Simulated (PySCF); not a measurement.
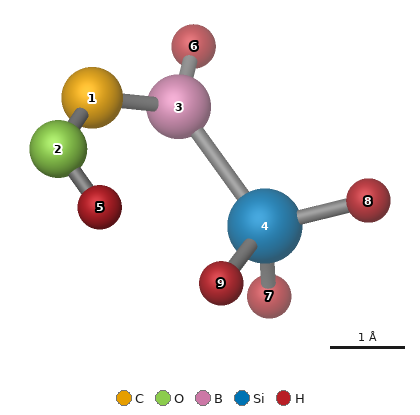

Fig. 1: The input geometry (ball-and-stick view, seen at a tilt; atoms are numbered from 1 in the order of the input). Bond lengths as drawn: B–C 1.50 Å, B–H 1.21 Å, B–Si 2.02 Å, C–O 1.29 Å, H–O 0.98 Å and H–Si 1.50 to 1.51 Å.

CH$_{5}$BOSi: EPR calculation

System: CH$_{5}$BOSi, multiplicity 3, SMILES O[C]B[SiH3].
Method: UKS BHandHLYP, IGLO-III on B C O Si, pcH-1 on H, non-relativistic, mean-field spin-orbit, GIAO (PySCF 2.14.0).

### Output
```
UKS, coarse grid
  cycle   1  E = -430.47788533  |g| = 3.31e-01
  cycle   2  E = -430.49320173  |g| = 3.32e-01
  cycle   3  E = -430.53069167  |g| = 6.05e-02
  cycle   4  E = -430.53294983  |g| = 1.83e-02
  cycle   5  E = -430.53345391  |g| = 9.31e-03
  cycle   6  E = -430.53357676  |g| = 3.90e-03
  cycle   7  E = -430.53362438  |g| = 1.79e-03
  cycle   8  E = -430.53363138  |g| = 5.54e-04
UKS, final grid
  cycle   1  E = -430.53363008  |g| = 2.78e-04
  cycle   2  E = -430.53363023  |g| = 2.14e-04
  cycle   3  E = -430.53363028  |g| = 1.03e-04
  cycle   4  E = -430.53363032  |g| = 7.70e-05
  cycle   5  E = -430.53363032  |g| = 1.30e-05
E = -430.53363032 Eh   <S^2> = 2.0069 (exact 2.0000)
g shifts (ppm)      1          2          3
  rmc          -160       -160       -160
  gc             29         21        -44
  oz_so        -411        592       1052
  total        -542        454        848
hyperfine (MHz)  atom isotope    a_iso     a_fc   dipolar eigenvalues
    0   13C     188.84     188.95    -58.69      5.26     53.43
    1   17O     -79.35     -79.40    -25.28      9.06     16.22
    2   11B      21.45      21.47    -14.18      0.49     13.69
    3  29Si     -24.49     -24.54     -9.23      4.26      4.97
    4    1H      73.06      73.04     -7.31     -6.29     13.60
    5    1H       6.29       6.29     -7.12     -3.58     10.70
    6    1H      13.59      13.59     -1.60     -0.99      2.59
    7    1H      13.70      13.69     -1.60     -1.00      2.60
    8    1H      -3.09      -3.09     -2.63     -1.26      3.89
zero-field splitting (cm-1)  D = 0.4235  E = 0.0109  (spin-spin 0.3699, spin-orbit 0.0565)
```

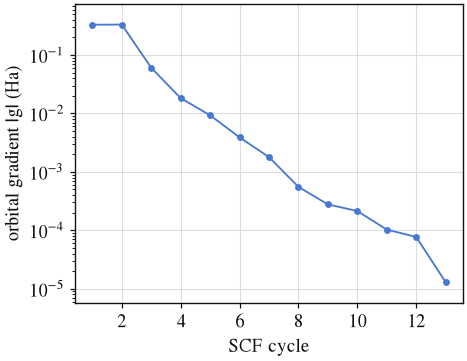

Fig. 2: Convergence of the self-consistent field: orbital gradient |g| against the SCF cycle. All cycles printed in the log are drawn one after another.

The run was set up as follows.

### Input file
```
{"job": {"kind": "epr", "xc": "BHandHLYP"}, "charge": 0, "multiplicity": 3}
C      0.864368     0.371039     1.521594
O      0.805999    -0.844141     1.949391
B      0.397779     1.086189     0.289435
Si    -0.549154    -0.092025    -1.049978
H      0.345888    -1.425311     1.305720
H      0.588797     2.266690     0.138392
H     -1.971006     0.301420    -1.303125
H      0.154552    -0.187402    -2.367828
H     -0.592938    -1.499644    -0.492143
```

The first line tells a small driver script what to run in PySCF; the rest is the geometry in Å.

Run as:
```bash
OMP_NUM_THREADS=1 python <driver script> task.json out
```

### Key numbers

```csv
quantity,value
outcome,converged
total energy,−430.533630 hartree
⟨S²⟩,2.007
isotropic g,2.0026
hardware,"1 CPU thread, shared host"
wall time,31 s
peak memory,0.61 GiB
```
